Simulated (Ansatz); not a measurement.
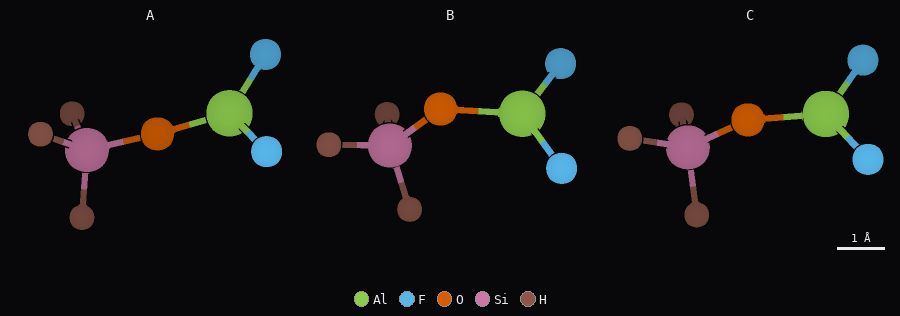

3 geometries from one relaxation of AlSiH3OF2, in shuffled order. The picture is a ball-and-stick view, seen from a free direction.

The run prepares the start of a later molecular dynamics calculation, from a guessed geometry.

Method: RKS PBE/6-31G* in Ansatz. Settings: no spin polarisation; force threshold 0.02 eV/Å; at most 40 steps.

Put them in the order of the run, from the start to the converged end.

Answer. B, C, A. They are steps 0, 4, 12, at +22.5 kJ/mol, +2.39 kJ/mol relative to the last. After 10 accepted moves (12 points after the start) the energy has fallen by 22.5 kJ/mol. Largest force component: 1.4 eV/Å at the start, 0.019 eV/Å at the end. The line search rejected the trial steps at points 7, 9 of the run. The forces were under the threshold at step 8, but the run went on from there. The largest move after the best rigid fit is that of the O atom, 0.87 Å. Largest moves by element: O 0.87 Å, H 0.67 Å, F 0.52 Å, Si 0.17 Å, Al 0.16 Å. Among the contacts that change: Al–O 1.780 → 1.686 Å, H–Si 1.460 → 1.500 Å, Al–F 1.690 → 1.656 Å, O–Si 1.680 → 1.656 Å. Bond angles that change, for instance: Al–O–Si 125.0° → 175.8°, F–Al–F 120.0° → 117.8°. The run took 42 s on 1 thread of Arm Neoverse V1 (shared host), peak memory 0.15 GiB.
